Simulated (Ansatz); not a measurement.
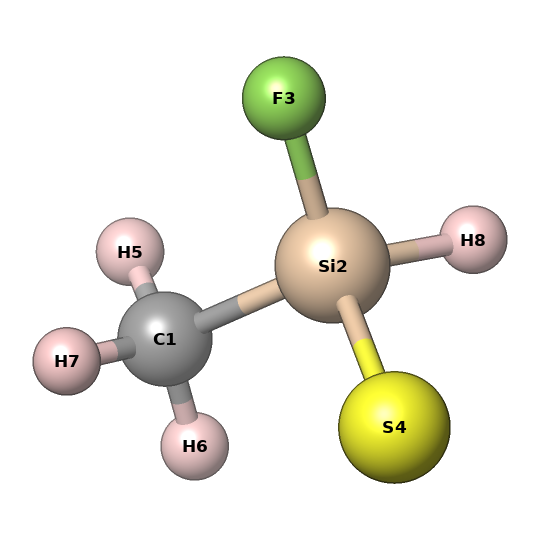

Depth is shown by fading: the farther an atom, the more it takes the colour of the background. The species is neutral and a spin doublet. The computed structure is the end point of a PBE-D4/def2-SVP optimisation. No frequency run is at hand to confirm it as a minimum.

> Find the stereocentres and stereogenic double bonds.

Centres: Si2.

> Give the R/S and E/Z labels.

Si2: S (priorities S4 > F3 > C1 > H8).
